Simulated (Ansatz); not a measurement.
SnO, response to strain

The parent structure is SnO in the litharge type structure (space group P4/nmm, No. 129; a = 3.8362 Å, c = 4.7574 Å; layered, stacked along the Cartesian z axis). Axes: x, y, z lie along a, b, c of the conventional cell.

Strains are applied to the cell and any free atomic positions relax; under biaxial strain the out-of-plane vector relaxes too.

The values are results of plane-wave PAW DFT at the PBE-D3(BJ) level (Ansatz, an electronic-structure program, 420 eV), spin-orbit coupling left out, earlier PAW set, not measurements.

Notes on the quantities. pressure: mean of the normal stresses, compression positive.

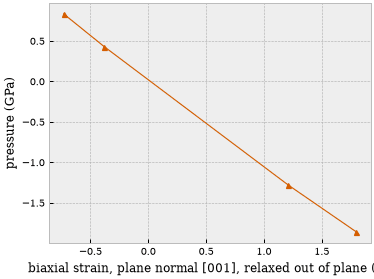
*Pressure against biaxial strain, plane normal [001], relaxed out of plane*

```csv
"biaxial strain, plane normal [001], relaxed out of plane (%)",pressure
-0.73,0.8 GPa
-0.38,0.4 GPa
1.21,-1.3 GPa
1.8,-1.9 GPa
```

No phonon test of stability was made. All final runs are without spin polarisation.
